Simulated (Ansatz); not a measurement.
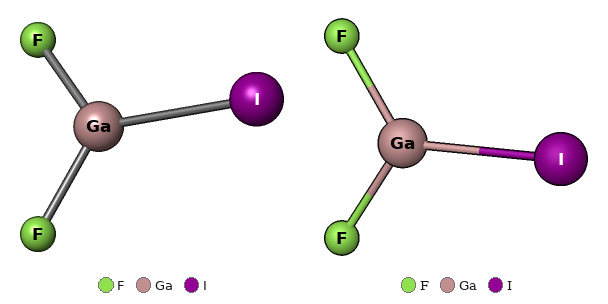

Two views of one molecule.

The computed structure is the end point of a PBE0-D4/def2-TZVP optimisation.

What does the picture show?

It has 4 atoms: 1 gallium, 1 iodine and 2 fluorine (GaIF2). SMILES: `[F][Ga]([F])[I]`. This geometry has C2v symmetry. All atoms lie on one plane. Coordination: 1 Ga trigonal planar.

The parts below concern this one geometry. Atoms keep their numbers from picture to picture.

Geometry

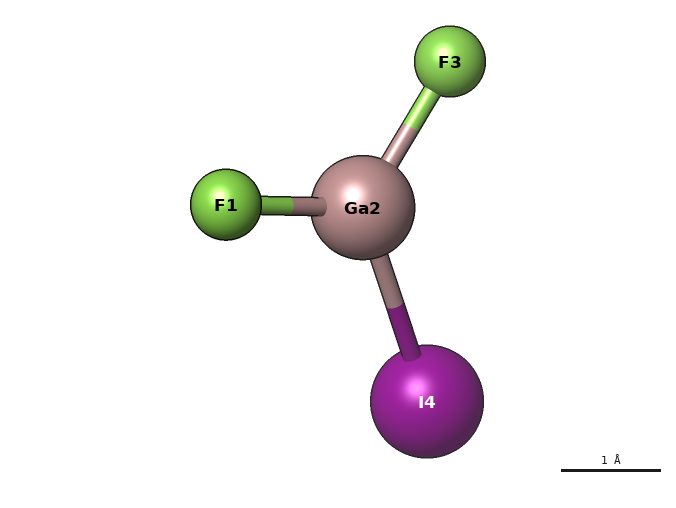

Atoms carry their numbers in the input.

List the bonds and their lengths.

```tsv
bond	length (Å)
F1–Ga2	1.734
Ga2–F3	1.734
Ga2–I4	2.432
```

Vibrations

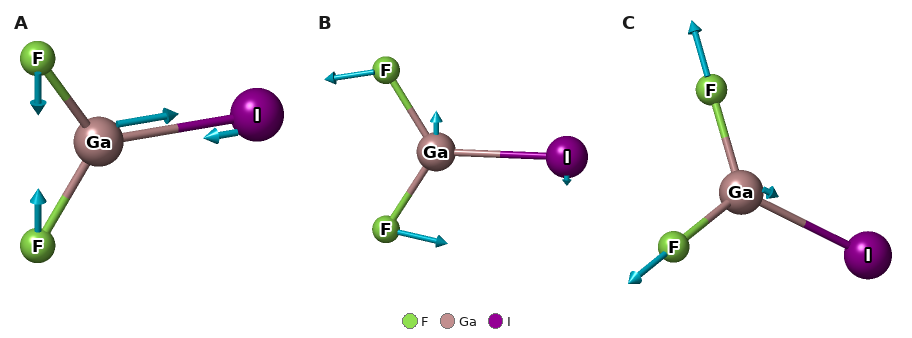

3 normal modes of one molecule or complex, as arrows. Harmonic vibrations computed with RKS PBE0-D4/def2-TZVP, core potentials on I (Ansatz 0.2.0) at a stationary point of the same level.

> Match the panels to the wavenumbers 112 cm⁻¹, 271 cm⁻¹, 691 cm⁻¹.

A: 271 cm⁻¹
B: 112 cm⁻¹, F–Ga–I bending
C: 691 cm⁻¹, in-phase stretching of 2 Ga–F bonds

Thermal motion

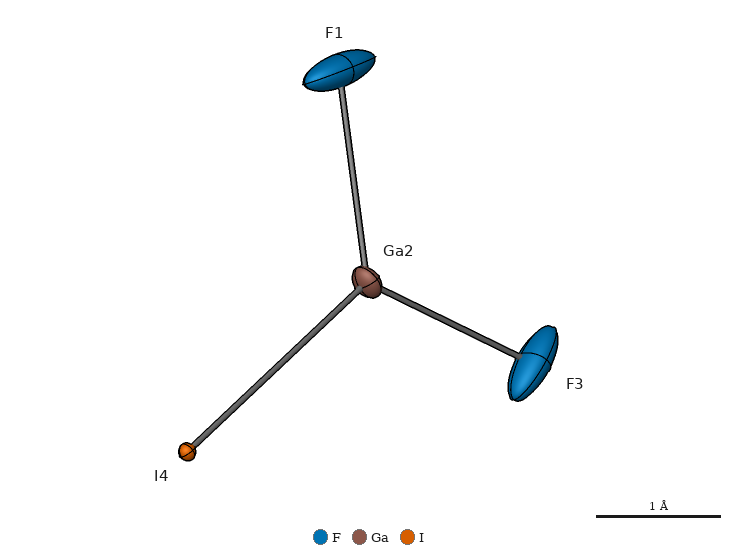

Displacement ellipsoids at the 50 % level, enlarged 2 times, from the internal vibrations of the free molecule (harmonic, no overall translation or rotation; no half-axis is drawn under 0.075 Å). Vibrations computed with RKS PBE0-D4/def2-TZVP, core potentials on I (Ansatz 0.2.0). Temperature: 298 K.

> Which atom moves most?

F1, F3, with U_eq = 0.0067 Å².

Give the displacement parameters, one line for each set of equivalent atoms.

```csv
atom,U_eq (Å²),rms amplitudes (Å)
"F1, F3",0.0067,"0.043, 0.059, 0.121"
Ga2,0.0017,"0.030, 0.045, 0.047"
I4,0.00033,"0.007, 0.020, 0.023"
```

Dipole moment

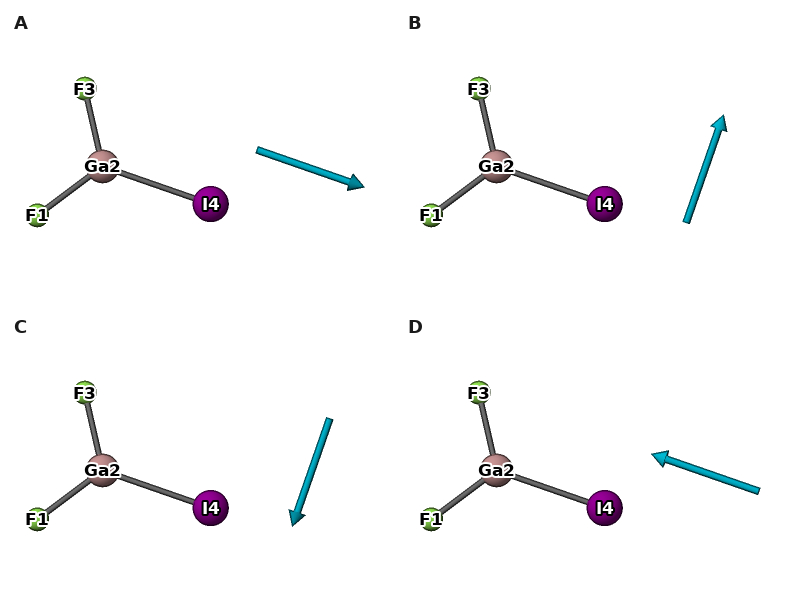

The same molecule four times, each with an arrow. Level of theory: RKS B3LYP-D4/def2-TZVPP, core potentials on I (Ansatz 0.2.0).

> Which arrow points along the dipole moment, from the negative to the positive end?

A. The dipole moment is 2.16 D; it points from the side of F1, F3 to the side of I4 (the outermost atoms at the two ends).
